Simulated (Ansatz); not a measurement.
**WF2: magnetic order and moments**

This session on WF2 sets out to find which magnetic order is lowest.

Computed with Ansatz 0.2.0 (DFT PBEsol, scalar-relativistic, plane waves, PAW, unless a step's input says otherwise).

8 further runs of the same task are left out: 6 that didn't finish, 2 set aside as unsound or not needed. Runs told in other sessions of the task aren't counted.

### Step 1. Starting point

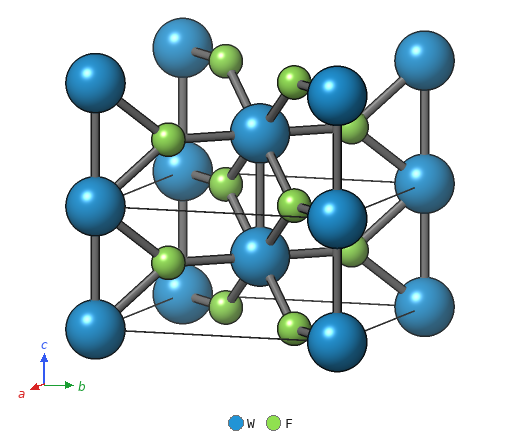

Start, viewed slightly off an axis; tungsten blue, fluorine green. 1×1×2 cells are drawn. Atoms on the faces are drawn again on the opposite ones.

Coordinates:

```cif
data_structure
_symmetry_space_group_name_H-M 'P 1'
_symmetry_Int_Tables_number 1
_cell_length_a 5.4382
_cell_length_b 5.4382
_cell_length_c 2.6334
_cell_angle_alpha 90.000
_cell_angle_beta 90.000
_cell_angle_gamma 90.000
_cell_volume 77.88
loop_
_atom_site_label
_atom_site_type_symbol
_atom_site_fract_x
_atom_site_fract_y
_atom_site_fract_z
_atom_site_occupancy
W1 W 0.00000 0.00000 0.00000 1
W2 W 0.50000 0.50000 0.50000 1
F1 F 0.27838 0.27838 0.00000 1
F2 F 0.72162 0.72162 0.00000 1
F3 F 0.77838 0.22162 0.50000 1
F4 F 0.22162 0.77838 0.50000 1
```

It is the result of an earlier relaxation at this level (volume 12.98 Å³/atom; gap on the mesh: none (metal)).

The structure is invented: a known structure type filled with these elements, not a reported compound.

### Step 2. Magnetic start: large parallel starting moments

Contents of input.yaml:

```yaml
crystal:
  lattice:
    - [5.4382448701, 0.0, 0.0]
    - [0.0, 5.4382448701, 0.0]
    - [0.0, 0.0, 2.6333749419]
  atoms:
    - { symbol: W, position: [0.0, 0.0, 0.0], spin: 2.5 }
    - { symbol: W, position: [0.5, 0.5, 0.5], spin: 2.5 }
    - { symbol: F, position: [0.2783836547, 0.2783836547, 0.0] }
    - { symbol: F, position: [0.7216163453, 0.7216163453, 0.0] }
    - { symbol: F, position: [0.7783836547, 0.2216163453, 0.5] }
    - { symbol: F, position: [0.2216163453, 0.7783836547, 0.5] }
basis:
  ecutwfc: 420
kpoints:
  mp_grid: { grid: [8, 8, 14] }
hamiltonian:
  xc: pbesol
scf:
  occupations: { method: gaussian, width: 0.1 }
  lower_state_search: "off"
output:
  forces: true
  stress: true
  eigenvalues: true
  populations: true
magnetization:
  spin_polarized: true
```

Command:

```console
$ ansatz run input.yaml --threads 1 --pin off --max-ram 2560MiB --backend cpu --events-out ev --progress --plain --runs-dir out
```

The log of the run, cut to the lines that bear on the results:

```text
Warning: RAYON_NUM_THREADS=1 ignored (pool sized by the plan → 1); use --threads N
[...]
Pseudopotentials: kind: paw
Pseudopotential: W, paw, valence charge 14, recommended cutoff 420 eV (normal), W.paw.azcp
Pseudopotential: F, paw, valence charge 7, recommended cutoff 420 eV (normal), F.paw.azcp
Functional definition: PBEsol
[...]
Crystal: 6 atoms, lattice volume = 77.881 Å³
Basis set: ecut = 420 eV, 1533 PW (Γ), exchange–correlation on 80×80×36 points (8 copies of the dense FFT grid, shifted against one another)
Bands: 37, of which v1, the nominal top of the filled ones, is band 28 counted from 1 (27 counted from 0)
Symmetry: 16 space group operations
Space group: P42/mnm (ITA 136), of the structure as read, at distance tolerance 4.3e-5 Å
Magnetic group: BNS 136.495 (UNI 1155), of the structure as read, at distance tolerance 4.3e-5 Å
k-points: 120 of 896
[...]
Starting moments: Σ|m| = 5 μB on 2 of 6 sites
[...]
SCF iter   1: F=—  HF=-23714.712365 eV  |F-HF|=—  |Δ(HF+E_count)|=         —  Δρ=1.21e-1 (↑8.36e-2 ↓1.21e-1)  dr2=2.65e1  dr2_m=2.15e0  M=2.558 μB ∫|m|=2.720 μB  β_m=0.30  ethr=3.10e-3  ⟨swp⟩=5.8  Hψ=38086  notcnv=0
[...]
spin=Collinear: Kerker preconditioning applied to the charge; magnetization (m = ρ↑ − ρ↓) channel mixes plain (no charge-response kernel on spin).
[...]
SCF converged after 17 iterations
Magnetization: 1.1725 μB (28.5862 up, 27.4138 down)
Absolute magnetization: 1.1973 μB (∫|ρ↑−ρ↓|, with the PAW one-centre terms)
Spin contamination: 0.0048 ħ² per cell (⟨S²⟩ above its minimum at these occupations)
Per-site moments (μB) at R_I (Å): [(0.28779380607875565, 0.8831641705019702), (0.2877938060787557, 0.8831641705019704), (0.029369826855272115, 0.8831641705019702), (0.029369826855272025, 0.8831641705019704), (0.029369826855272056, 0.8831641705019704), (0.029369826855271914, 0.8831641705019704)]
Free energy (F): -23708.949146 eV
[...]
E sigma→0 (E₀):  -23708.937319 eV
Entropy (-TS):   -0.023653 eV (-3.942 meV/atom)
Fermi energy:    12.882054 eV
[...]
--- Forces (eV/Å), atoms counted from 1 ---
  atom   1  W      0.00000000    -0.00000000     0.00000000
  atom   2  W      0.00000000     0.00000000     0.00000000
  atom   3  F     -0.02551297    -0.02551297     0.00000000
  atom   4  F      0.02551297     0.02551297     0.00000000
  atom   5  F     -0.02551297     0.02551297     0.00000000
  atom   6  F      0.02551297    -0.02551297     0.00000000
[...]
--- Stress (GPa, compression-positive) ---
        1.236580       0.000000       0.000000
        0.000000       1.236580       0.000000
        0.000000       0.000000       0.611926
  P = ⅓ Tr σ = 1.0284 GPa (10.284 kbar)
--- Band table (eV; the first three rows and the last of 240) ---
[...]
--- Löwdin populations: 6 sites ---
  site symbol       q [e]    m [muB]
     0      W     13.1330     0.5296
     1      W     13.1330     0.5296
     2      F      7.3910     0.0257
     3      F      7.3910     0.0257
     4      F      7.3910     0.0257
     5      F      7.3910     0.0257
  spilling = 0.003032 (of n_electrons = 56.000000)
```

Run time: 54 s. Hardware: 1 thread of Intel Xeon Platinum 8375C at 2.90GHz (Ice Lake), shared host; peak memory 0.72 GiB.

Read-out: -3951.4896 eV/atom at zero smearing, pressure 1.03 GPa, largest force 0.036 eV/Å and no gap on the mesh. Site moments in spheres: W +0.29 (×2) μB; cell moment 1.17 μB.

### Step 3. Start: antiferromagnetic in the cell, signs +-

Edit input.yaml of step 2 so:

```diff
@@ -6,4 +6,4 @@
   atoms:
-    - { symbol: W, position: [0.0, 0.0, 0.0], spin: 2.5 }
-    - { symbol: W, position: [0.5, 0.5, 0.5], spin: 2.5 }
+    - { symbol: W, position: [0.0, 0.0, 0.0], spin: 1.0 }
+    - { symbol: W, position: [0.5, 0.5, 0.5], spin: -1.0 }
     - { symbol: F, position: [0.2783836547, 0.2783836547, 0.0] }
```

Command:

```console
$ ansatz run input.yaml --threads 1 --pin off --max-ram 2560MiB --backend cpu --events-out ev --progress --plain --runs-dir out
```

The log of the run, cut to the lines that bear on the results:

```text
Warning: RAYON_NUM_THREADS=1 ignored (pool sized by the plan → 1); use --threads N
[...]
Pseudopotentials: kind: paw
Pseudopotential: W, paw, valence charge 14, recommended cutoff 420 eV (normal), W.paw.azcp
Pseudopotential: F, paw, valence charge 7, recommended cutoff 420 eV (normal), F.paw.azcp
Functional definition: PBEsol
[...]
Crystal: 6 atoms, lattice volume = 77.881 Å³
Basis set: ecut = 420 eV, 1533 PW (Γ), exchange–correlation on 80×80×36 points (8 copies of the dense FFT grid, shifted against one another)
Bands: 35, of which v1, the nominal top of the filled ones, is band 28 counted from 1 (27 counted from 0)
Symmetry: 8 space group operations
Space group: Cmmm (ITA 65), of the structure as read, at distance tolerance 4.3e-5 Å
Magnetic group: BNS 136.498 (UNI 1158), of the structure as read, at distance tolerance 4.3e-5 Å
k-points: 168 of 896
[...]
Starting moments: Σ|m| = 2 μB on 2 of 6 sites
[...]
Entropy (-TS):   -0.030392 eV (-5.065 meV/atom)
Fermi energy:    12.881678 eV
[...]
--- Forces (eV/Å), atoms counted from 1 ---
  atom   1  W     -0.00000000    -0.00000000     0.00000000
  atom   2  W      0.00000000     0.00000000     0.00000000
  atom   3  F     -0.00005901    -0.00005901     0.00000000
  atom   4  F      0.00005901     0.00005901     0.00000000
  atom   5  F     -0.00006411     0.00006411     0.00000000
  atom   6  F      0.00006411    -0.00006411     0.00000000
[...]
--- Stress (GPa, compression-positive) ---
        0.595042       0.000008       0.000000
        0.000008       0.595042       0.000000
        0.000000       0.000000       0.603697
  P = ⅓ Tr σ = 0.5979 GPa (5.979 kbar)
--- Band table (eV; the first three rows and the last of 336) ---
[...]
--- Löwdin populations: 6 sites ---
  site symbol       q [e]    m [muB]
     0      W     13.1403     0.4038
     1      W     13.1403    -0.4038
     2      F      7.3881     0.0008
     3      F      7.3881     0.0008
     4      F      7.3881    -0.0008
     5      F      7.3881    -0.0008
  spilling = 0.002982 (of n_electrons = 56.000000)
```

Wall time 73 s (1 thread of Intel Xeon Platinum 8375C at 2.90GHz (Ice Lake), shared host); peak memory 0.81 GiB.

Read-out: -3951.4888 eV/atom at zero smearing, pressure 0.60 GPa and no gap on the mesh. Site moments in spheres: W +0.22, W -0.22 μB; cell moment 0.00 μB.

### Step 4. Which state is lowest

All runs keep the base geometry. Signs run over the atoms with starting moments. Energies are extrapolated to zero smearing. The moments by site are integrated in spheres around the atoms, sized by the neighbour distance.

```
                                  start                    ends  energy above the lowest (meV/atom)  site moments (μB)  gap on the mesh (eV)  pressure (GPa)  CPU time
        large parallel starting moments           ferromagnetic                                0.00       W +0.29 (×2)                 metal             1.0      54 s
antiferromagnetic in the cell, signs +-       antiferromagnetic                                0.77   W +0.22, W -0.22                 metal             0.6      73 s
                                no spin  non-magnetic (imposed)                                3.02               none                 metal             0.0      63 s
```

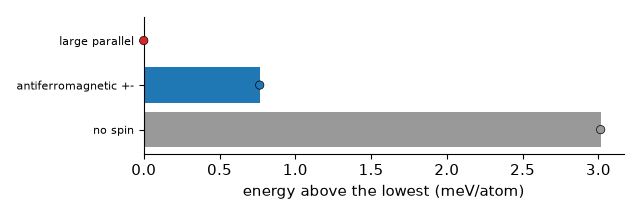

Energy of the state reached from each start; grey ends non-magnetic, red ferromagnetic, blue antiferromagnetic, green ferrimagnetic.

### Step 5. Summary of results

```
    quantity                                          value
lowest state  ferromagnetic; moments W +0.29 (×2) μB; metal
```

**Reading.** Lowest: the ferromagnetic state (site moments W +0.29 (×2) μB); the best antiferromagnetic state lies 0.77 meV/atom higher, too close to call on this mesh. Only these starts were tried, so a lower state is not ruled out. Spin-orbit coupling is left out for W.
